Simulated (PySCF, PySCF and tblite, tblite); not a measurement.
# 2-formyl-1-fluorobenzene (C₇H₅FO): conformers and averaged spectra, part 2 of 2

PySCF and tblite. Atoms count from 0. Earlier steps stand in the parts before.

## 10. Couplings, conformer 2: B3LYP/pcJ-1+pcSseg-1

The job: settings as JSON, then the geometry in Å.

```
{"job": {"xc": "B3LYP", "basis": {"default": "pcSseg-1", "H": "pcJ-1", "F": "pcJ-1"}, "nuclei": ["H", "F", "P", "Si", "B"], "kind": "j"}, "charge": 0, "multiplicity": 1}
O      3.097273     0.528807    -0.781489
C      2.319579    -0.275641    -0.341271
C      0.866244    -0.078901    -0.141214
C      0.121517    -1.121959     0.425903
C     -1.243620    -0.999223     0.653654
C     -1.888286     0.189340     0.307449
C     -1.175235     1.241876    -0.261922
C      0.189771     1.102754    -0.481546
F      0.844255     2.113108    -1.024041
H      2.661579    -1.297142    -0.025333
H      0.645276    -2.045406     0.691038
H     -1.805559    -1.822278     1.098804
H     -2.961076     0.301465     0.481191
H     -1.658277     2.179510    -0.542585
```

Output:

```text
coarse grid: 12880 points
cycle   1  E = -444.5261313140  dE =  1.610e+00  |g| = 9.350e-01  |ddm| = 3.758e+00
cycle   2  E = -443.8691118011  dE =  6.570e-01  |g| = 2.025e+00  |ddm| = 4.241e+00
cycle   3  E = -444.6834818256  dE = -8.144e-01  |g| = 2.447e-01  |ddm| = 3.508e+00
cycle   4  E = -444.6939805650  dE = -1.050e-02  |g| = 1.162e-01  |ddm| = 3.421e-01
cycle   5  E = -444.6964483433  dE = -2.468e-03  |g| = 4.018e-02  |ddm| = 1.252e-01
cycle   6  E = -444.6968744011  dE = -4.261e-04  |g| = 9.674e-03  |ddm| = 4.649e-02
cycle   7  E = -444.6968957423  dE = -2.134e-05  |g| = 3.275e-03  |ddm| = 1.111e-02
cycle   8  E = -444.6968980403  dE = -2.298e-06  |g| = 8.754e-04  |ddm| = 3.540e-03
final grid: 128128 points
cycle   9  E = -444.7812365850  dE = -6.304e-05  |g| = 7.419e-03  |ddm| = 3.071e-02
cycle  10  E = -444.7812117038  dE =  2.488e-05  |g| = 1.354e-02  |ddm| = 1.949e-02
cycle  11  E = -444.7812472867  dE = -3.558e-05  |g| = 2.151e-03  |ddm| = 1.541e-02
cycle  12  E = -444.7812481798  dE = -8.931e-07  |g| = 4.587e-04  |ddm| = 2.513e-03
cycle  13  E = -444.7812482096  dE = -2.985e-08  |g| = 1.940e-04  |ddm| = 6.079e-04
cycle  14  E = -444.7812482168  dE = -7.206e-09  |g| = 4.919e-05  |ddm| = 2.292e-04
cycle  15  E = -444.7812482174  dE = -5.306e-10  |g| = 1.877e-05  |ddm| = 5.899e-05
converged SCF energy = -444.7812482174

Indirect spin-spin couplings (Hz)
  i      j    bonds     total        FC       PSO       DSO        SD
  8 F    9 H    4     -2.809    -2.244     1.250    -1.461    -0.353
  8 F   10 H    4      5.975     6.604     0.981    -1.447    -0.163
  8 F   11 H    5     -0.906    -0.027     0.699    -1.392    -0.185
  8 F   12 H    4      4.225     4.205     1.508    -1.338    -0.149
  8 F   13 H    3     10.459    14.558    -3.303     0.062    -0.858
  9 H   11 H    5     -0.157    -0.066     0.571    -0.662         -
  9 H   12 H    6     -0.202    -0.011     0.898    -1.089         -
  9 H   13 H    5      0.693     0.915     1.155    -1.377         -
 10 H   11 H    3      8.436     8.654     0.119    -0.336         -
 10 H   12 H    4      1.334     1.642     1.475    -1.784         -
 11 H   12 H    3      8.233     8.457     0.202    -0.425         -
 11 H   13 H    4      0.538     0.853     1.467    -1.782         -
 12 H   13 H    3      9.247     9.461     0.145    -0.359         -
```

Run time: 25 s. Hardware: 1 thread of Arm Neoverse V2, shared host; peak memory 1 GiB.

Key values: HOMO -7.27 eV, LUMO -2.16 eV; dipole 4.46 D.

## 11. Boltzmann average: properties at PBE0/pcSseg-1 in chloroform

The job: settings as JSON, then the geometry in Å.

```
{"job": {"study": "conf", "smiles": "O=Cc1ccccc1F", "search": {"seed": 7437, "n_embed": 90, "ff_keep": 14, "window": 3.0, "nmax": 8, "temps": [180, 230, 298.15, 330, 400], "t_ref": 298.15, "order": 0.002, "geom": true}, "level": {"nmr": {"xc": "PBE0", "basis": "pcSseg-1", "solvent": "chloroform"}, "sp": {"xc": "CAM-B3LYP", "basis": "def2-TZVP", "solvent": "chloroform"}, "j": {"xc": "B3LYP", "basis": {"default": "pcSseg-1", "H": "pcJ-1", "F": "pcJ-1"}, "nuclei": ["H", "F", "P", "Si", "B"], "top": 4}}, "kind": "conf"}, "charge": 0, "multiplicity": 1}
O      3.010370    -0.897004    -0.495113
C      2.329039     0.084452    -0.327720
C      0.864238     0.031071    -0.123739
C      0.205409    -1.206203    -0.109178
C     -1.167838    -1.277759     0.077655
C     -1.903036    -0.101124     0.252872
C     -1.272318     1.140288     0.242755
C      0.103284     1.189977     0.055368
F      0.708012     2.376157     0.045397
H      2.777511     1.105199    -0.318619
H      0.818144    -2.099884    -0.250355
H     -1.672823    -2.245663     0.087953
H     -2.984649    -0.149584     0.399367
H     -1.825630     2.071269     0.376598
```

Output:

```text
conformer  sym    E(xTB)   E(DFT)   G(298.15 K)  weight  dipole/D
    1     Cs      0.000    0.000    0.000   0.8910    4.258
    2     Cs      2.721    1.310    1.245   0.1090    5.639

mean shielding (ppm) by class
class atoms           180 K      230 K   298.15 K      330 K      400 K
  0 O  0           -294.282   -294.978   -295.959   -296.383   -297.201
  1 C  1             -7.586     -7.696     -7.851     -7.918     -8.048
  2 C  2             57.218     57.204     57.184     57.175     57.158
  3 C  3             49.437     49.162     48.774     48.606     48.282
  4 C  4             54.446     54.451     54.457      54.46     54.465
  5 C  5             40.138     40.169     40.212     40.231     40.267
  6 C  6             62.305     62.277     62.237      62.22     62.187
  7 C  7             11.342     11.473     11.657     11.736      11.89
  8 F  8            303.304    302.888    302.302    302.049    301.561
  9 H  9             20.922     20.938      20.96     20.969     20.987
 10 H  10            22.943     22.957     22.976     22.984       23.0
 11 H  11            23.636     23.635     23.633     23.632     23.631
 12 H  12            23.301     23.303     23.304     23.305     23.307
 13 H  13            23.747     23.749     23.751     23.751     23.753
```

Wall time 2.3 min (1 thread of Arm Neoverse V2, shared host). This counts the runs that the step sums up.

The search (ETKDG and KDG, MMFF94s, GFN2-xTB) embedded 90 structures, kept 2 distinct ones after the force field and 2 after xTB; 2 were carried on (window 3.0 kcal/mol at the search's own energies). Energies: CAM-B3LYP/def2-TZVP in chloroform with D3(BJ).

Conformer by conformer (298 K):

```csv
no.,group,mirror pair,ΔE xTB,ΔE DFT,ΔG,weight (%),μ (D),O0–C1–C2–C3 (°),"A, B, C (GHz)"
1,Cs,no,0.00,0.00,0.00,89.1,4.26,0,"2.57, 1.57, 0.97"
2,Cs,no,2.72,1.31,1.25,10.9,5.64,-178,"3.08, 1.48, 1.00"
```

Energies in kcal/mol. ΔG holds xTB vibrations and rotation, symmetry numbers and mirror pairs.

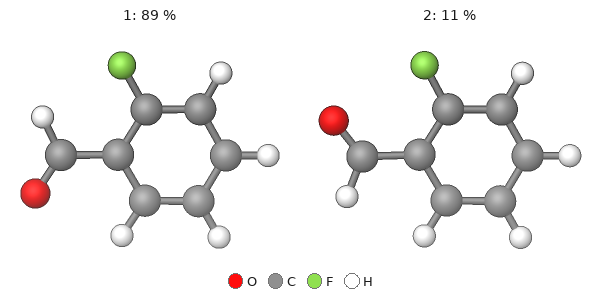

The conformers with their weights.

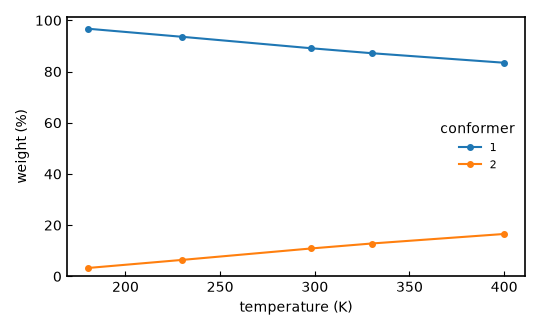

Weights against temperature.

Other ways of weighting, at the same temperature:

```csv
scheme,1,2,mean μ (D)
DFT free energy,89,11,4.41
"DFT energy, symmetry counted",90,10,4.39
DFT energy alone,90,10,4.39
"xTB energy, symmetry counted",99,1,4.27
xTB free energy,99,1,4.27
lowest conformer only,100,0,4.26
equal weights,50,50,4.95
conformers found from three starts alone,100,0,4.26
```

Shifts against references run at the same level (¹⁷O H2O 341.0, ¹H TMS 31.25, ¹³C TMS 185.2, ¹⁹F CFCl3 179.6 ppm of shielding), by class of atoms, at 298 K:

```csv
atoms,environment,no. 1,no. 2,average,measured
C1,aldehyde carbonyl carbon,192.6,196.1,193.0,–
C7,aromatic carbon bearing fluorine,174.0,169.8,173.5,–
C5,aromatic CH,145.1,144.1,145.0,–
C3,aromatic CH,135.4,144.1,136.4,–
C4,aromatic CH,130.7,130.6,130.7,–
C2,substituted aromatic carbon,127.9,128.4,128.0,–
C6,aromatic CH,122.8,123.7,122.9,–
H9,hydrogen on an aldehyde carbonyl carbon,10.34,9.85,10.29,–
H10,hydrogen on an aromatic CH,8.32,7.89,8.27,–
H12,hydrogen on an aromatic CH,7.95,7.91,7.94,–
H11,hydrogen on an aromatic CH,7.61,7.64,7.61,–
H13,hydrogen on an aromatic CH,7.50,7.46,7.50,–
O0,aldehyde oxygen,634.5,656.5,636.9,–
F8,aryl fluorine,-124.1,-111.0,-122.7,-122.4
```

Measured: G. Saielli, R. Bini, A. Bagno, Computational 19F NMR. 2. Organic compounds, RSC Adv. 2014, ESI (exp. from Berger-Braun-Kalinowski 1994 and Everett 1995).

Couplings (Hz, B3LYP/pcJ-1+pcSseg-1; one pair named for each class, the eight largest averages at most for each number of bonds), from conformers that hold 100 % of the weight:

```csv
pair,bonds,no. 1,no. 2,average
F8–H13,3,10.8,10.5,10.8
H12–H13,3,9.3,9.2,9.3
H10–H11,3,8.7,8.4,8.7
H11–H12,3,8.1,8.2,8.1
F8–H10,4,6.2,6.0,6.2
F8–H12,4,4.8,4.2,4.8
H10–H12,4,1.4,1.3,1.4
H11–H13,4,0.5,0.5,0.5
```

Effective distances for nuclear Overhauser effects, ⟨r⁻⁶⟩^(−1/6) as a mean over all pairs of two classes, so longer than the nearest pair where a class holds remote atoms (Å): H11···H12 2.49; H12···H13 2.51; H10···H11 2.52; H9···H10 3.10.

## 12. What came out

The summary covers parts 1 to 2.

```
                                         quantity                                                value
                                       conformers  2; the first in weight is no. 1 (Cs), 89 % at 298 K
                          root-mean-square dipole                                               4.43 D
averaged ¹³C shifts (PBE0/pcSseg-1 in chloroform)  193.0, 173.5, 145.0, 136.4, 130.7, 128.0, 122.9 ppm
 averaged ¹H shifts (PBE0/pcSseg-1 in chloroform)                    10.29, 8.27, 7.94, 7.61, 7.50 ppm
averaged ¹⁹F shifts (PBE0/pcSseg-1 in chloroform)                                           -122.7 ppm
```

What this shows: At 298 K conformer 1 holds 89 % of the ensemble (97 % at 180 K, 83 % at 400 K). Among conformers over 5 %, C3 differs by 8.7 ppm, while the average moves by 1.2 ppm from 180 to 400 K. Against 1 measured ¹⁹F shift the average misses by 0.3 ppm, the leading conformer alone by 1.7 ppm. Vibration is missing from the shifts, so part of that gap is not the functional's.
